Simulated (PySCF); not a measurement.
# One shape, several levels: doublet [BH3]−

We compute a comparison of 6 runs (U-r2SCAN/def2-TZVPPD, U-revPBE/def2-TZVPPD, UB2PLYP/def2-TZVPPD, UB3LYP/def2-TZVPPD, UCAM-B3LYP/def2-TZVPPD, USCS-MP2/def2-TZVPPD) of doublet [BH3]−. 

The calculation is run with PySCF 2.14.0.

4 further runs of the same task are left out: 4 set aside as unsound or not needed.

**1. Starting point**

The species is [BH3]− (4 atoms), meant as a doublet with charge -1. As SMILES of the parent species, `B`. The coordinates come from a PBE0-D4/def2-TZVP relaxation. That shape belongs to the parent species and isn't relaxed for this state.

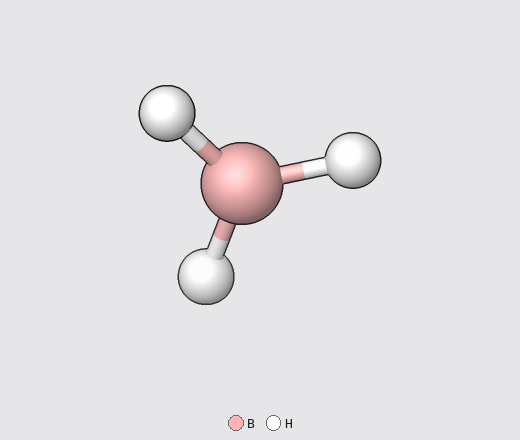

Viewed from a chosen angle; boron pink, hydrogen white.

**2. A single-point energy at U-r2SCAN/def2-TZVPPD (run 1)**

The input, run.py:

```python
from pyscf import gto, dft

mol = gto.Mole()
mol.atom = '''
B        0.013900      -0.015100      -0.005100
H        0.982200       0.381700       0.568800
H       -0.276200      -1.171800       0.043000
H       -0.664400       0.744900      -0.626900
'''
mol.spin = 1
mol.verbose = 3
mol.max_memory = 1860
mol.charge = -1
mol.basis = 'def2-tzvppd'
mol.build()

ks = dft.UKS(mol)
ks.xc = 'r2scan'
ks.grids.level = 5
ks.conv_tol = 1e-10
ks.kernel()
if not ks.converged:
    ks = ks.newton().run(ks.mo_coeff, ks.mo_occ)

e_final = ks.e_tot
print(f'total energy: {e_final:.8f} hartree')
```

Launch:

```console
$ OMP_NUM_THREADS=1 python run.py
```

Output:

```text
WARN: HOMO -0.150595011136705 >= LUMO -0.150595011136714

WARN: HOMO 0.198915582411278 >= LUMO 0.191938917408557

converged SCF energy = -26.5879135681833  <S^2> = 0.75624036  2S+1 = 2.0062307
total energy: -26.58791357 hartree
```

It took 25 s on 1 thread of Arm Neoverse V1, shared host; peak memory 0.49 GiB.

**3. The energy at U-revPBE/def2-TZVPPD (run 2)**

The input, calc.py:

```python
from pyscf import gto, dft

mol = gto.Mole()
mol.atom = 'B 0.013900 -0.015100 -0.005100; H 0.982200 0.381700 0.568800; H -0.276200 -1.171800 0.043000; H -0.664400 0.744900 -0.626900'
mol.basis = 'def2-tzvppd'
mol.charge = -1
mol.max_memory = 1860
mol.spin = 1
mol.verbose = 3
mol.build()

myscf = dft.UKS(mol)
myscf.xc = 'revpbe'
myscf.grids.level = 5
myscf.conv_tol = 1e-10
myscf.kernel()
if not myscf.converged:
    myscf = myscf.newton().run(myscf.mo_coeff, myscf.mo_occ)

etot = myscf.e_tot
print('E(%s) = %.9f' % ('REVPBE', etot))
```

Launch:

```console
$ OMP_NUM_THREADS=1 python calc.py
```

Output:

```text
WARN: HOMO -0.152812246159458 >= LUMO -0.152812246159453

converged SCF energy = -26.6004592692895  <S^2> = 0.75362254  2S+1 = 2.0036193
E(REVPBE) = -26.600459269
```

Wall time 9.3 s (1 thread of Arm Neoverse V1, shared host); peak memory 0.43 GiB.

Runs 3 to 5 aren't shown in full; the table further down has their settings and results.

**4. A single-point energy at USCS-MP2/def2-TZVPPD (run 6)**

The input, calc.py:

```python
from pyscf import gto, scf, mp

mol = gto.M(
    atom='B 0.013900 -0.015100 -0.005100; H 0.982200 0.381700 0.568800; H -0.276200 -1.171800 0.043000; H -0.664400 0.744900 -0.626900',
    verbose=3,
    max_memory=1860,
    basis='def2-tzvppd',
    charge=-1,
    spin=1,
)

myscf = scf.UHF(mol)
myscf.conv_tol = 1e-10
myscf.kernel()
if not myscf.converged:
    myscf = myscf.newton().run(myscf.mo_coeff, myscf.mo_occ)

pt = mp.MP2(myscf, frozen=1).run()
energy = myscf.e_tot + 1.2 * pt.e_corr_os + pt.e_corr_ss / 3
print('E(%s) = %.9f' % ('SCS-MP2', energy))
```

Launch:

```console
$ OMP_NUM_THREADS=1 python calc.py
```

Output:

```text
converged SCF energy = -26.3653765061184  <S^2> = 0.75888306  2S+1 = 2.0088634
E(UMP2) = -26.5018708998484  E_corr = -0.136494393730023
E(SCS-UMP2) = -26.509717184565  E_corr = -0.144340678446568
E(SCS-MP2) = -26.509717185
```

Run time: 2.5 s. Hardware: 1 thread of Arm Neoverse V1, shared host; peak memory 0.18 GiB.

**5. The series**

```csv
run,level,frozen core orbitals,integration grid,energy (Eh),HOMO energy (eV),LUMO energy (eV),⟨S²⟩,wall time
1,U-r2SCAN/def2-TZVPPD,–,5,-26.587914,2.76,4.47,0.756,25 s
2,U-revPBE/def2-TZVPPD,–,5,-26.600459,3.04,3.62,0.754,9.3 s
3,UB2PLYP/def2-TZVPPD,1,5,-26.570729,1.63,4.41,0.754,11 s
4,UB3LYP/def2-TZVPPD,–,5,-26.619916,2.48,3.92,0.753,12 s
5,UCAM-B3LYP/def2-TZVPPD,–,5,-26.586677,1.18,4.45,0.753,13 s
6,USCS-MP2/def2-TZVPPD,1,–,-26.509717,0.32,4.98,0.759,2.5 s
```

**6. Results**

```
                                                         quantity         value
                                              run 6: total energy  -26.50972 Eh
run 6: HOMO energy (Hartree–Fock orbitals) (highest over α and β)       0.32 eV
 run 6: LUMO energy (Hartree–Fock orbitals) (lowest over α and β)       4.98 eV
                run 6: correlation energy (1 core orbital frozen)    -144.3 mEh
                         run 6: ⟨S²⟩ of the reference determinant         0.759
```

What this shows: Totals of different functionals can't be ranked against each other. In runs 1, 2, 3, 4, 5, 6 the HOMO lies above zero, so the outermost electron may be held by the basis alone. All runs together took 72 s, the longest 25 s.
